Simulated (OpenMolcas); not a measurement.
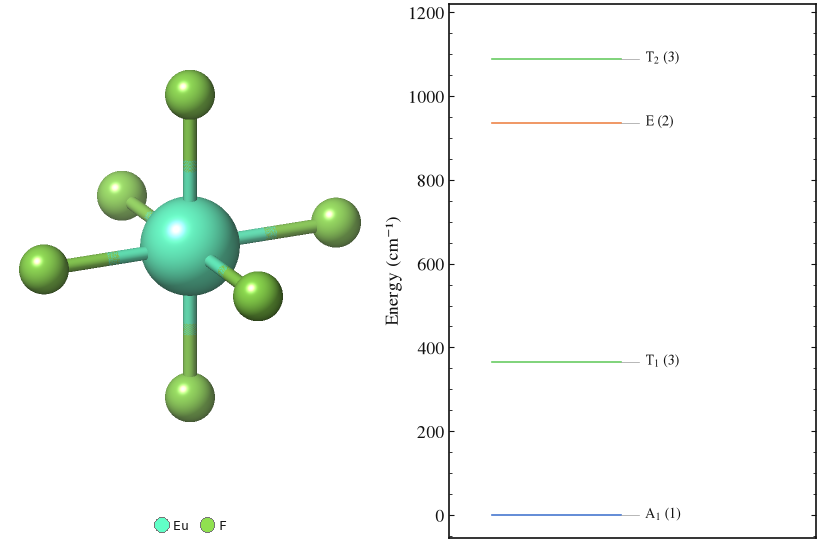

Eu³⁺ (4f⁶) as a dopant in Cs₂NaYF₆, a cluster with its 6 nearest F⁻ at 2.376 Å (octahedron) embedded in model potentials and point charges; the geometry was set, not optimised, and its levels. Labels give the representation in O, Td, D4 or D3 as the site allows (double group for half-integer spin) where it could be assigned and, in brackets, the degeneracy; spin-free states, where drawn, share the zero of the spin-orbit levels. Level of the calculation: state-averaged CASSCF, active space 6 electrons in the shell 4f, basis ANO-RCC-VDZP on all atoms, DKH2 scalar Hamiltonian, spin-orbit coupling by RASSI with atomic mean-field integrals (OpenMolcas).

Q: Give the ground level and the first gap.

A: The ground level is A₁, non-degenerate, 95 % from states of spin multiplicity 7, effective J = 0.11, with |mJ| = 0 the largest share (100 %). The next level lies at 366 cm⁻¹ (T₁). The active orbitals hold 100 % metal character (Löwdin), and the Mulliken charge of the metal is +2.63.

Limits of the model: high states of lower spin left out of the spin-orbit mixing; the geometry is set by hand, with no relaxation and no charge compensation; spin-free states above about 46,000 cm⁻¹ are left out of the spin-orbit step.
